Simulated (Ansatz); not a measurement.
The figure comes from a scan of Li2O (anti-fluorite): the crystal slips on the {100} plane by s times a lattice vector of 3.27 Å, atoms relaxing along the normal only, γ being the energy change per area. The numbers are results of PBE (plane waves to 420 eV, PAW, scalar-relativistic; Ansatz, a program for electronic structure), not measurements. k mesh 9×9×9 (Γ-centred), Fermi-Dirac smearing 0.05 eV. Compression counts positive. Some relaxations began with atoms very close together and may have settled on another branch. Faults lie only 6.9 Å apart, and holding the cell height raises γ above its relaxed value. Li2O was relaxed with its symmetry unable to fall. 

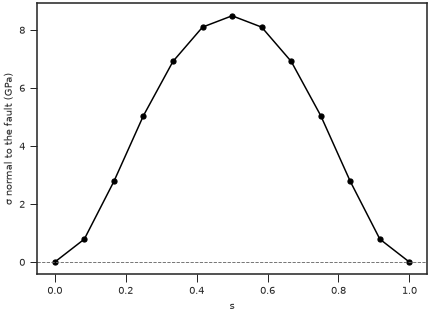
Fig. 1. σ normal to the fault (GPa) against s; computed points joined by lines (the last repeats the first, one period on).

Q: Read the plotted values off the figure, to the accuracy that the plot allows.

A: To the nearest 0.2:

```json
[
 {"s": "0.000", "σ normal to the fault (GPa)": "0.0"},
 {"s": "0.083", "σ normal to the fault (GPa)": "0.8"},
 {"s": "0.167", "σ normal to the fault (GPa)": "2.8"},
 {"s": "0.250", "σ normal to the fault (GPa)": "5.0"},
 {"s": "0.333", "σ normal to the fault (GPa)": "7.0"},
 {"s": "0.417", "σ normal to the fault (GPa)": "8.0"},
 {"s": "0.500", "σ normal to the fault (GPa)": "8.4"},
 {"s": "0.583", "σ normal to the fault (GPa)": "8.0"},
 {"s": "0.667", "σ normal to the fault (GPa)": "7.0"},
 {"s": "0.750", "σ normal to the fault (GPa)": "5.0"},
 {"s": "0.833", "σ normal to the fault (GPa)": "2.8"},
 {"s": "0.917", "σ normal to the fault (GPa)": "0.8"}
]
```

(The slope of γ gives the shear force per area between the displaced halves; near zero shift its curvature is an elastic stiffness.)
